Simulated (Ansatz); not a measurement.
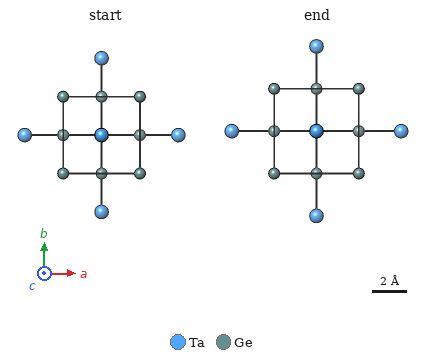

The structure of a crystal of TaGe₄ (a generated structure, set up in Pm-3m) (coarse preliminary run) before (left) and after (right) a relaxation, at one scale.

A ball-and-stick model of the cell of the calculation, seen along the c axis.

Computed with Ansatz 0.2.0, DFT PBE, scalar-relativistic, plane waves, PAW. Settings: plane-wave cutoff 420 eV; k-point mesh 4 × 4 × 4; occupations gaussian; smearing width 0.1 eV; no spin polarisation; cell and atoms relaxed; force threshold 0.04 eV/Å; at most 70 steps.

Describe what moved and what it gained.

No atom moves by more than 0.005 Å relative to the cell. Cell: a = b = c 4.569 → 5.038 Å (+10.3 %). Volume +34.0 %. Among the contacts that change: Ge–Ta 2.285 → 2.519 Å. The space group stays Pm-3m (No. 221). After 5 accepted moves (7 points after the start) the energy has fallen by 2.615 eV per cell of the calculation. All forces vanish by symmetry, so only the cell relaxes. Pressure: 32.51 GPa at the start and 0.07 GPa at the end. At 2 points the geometry stayed and the basis and grid were re-selected for the new cell (energy shift of 42.5 meV per cell of the calculation at most each time). Cost: 26 s on 1 thread of Arm Neoverse V2, on a shared host, peak memory 0.39 GiB.
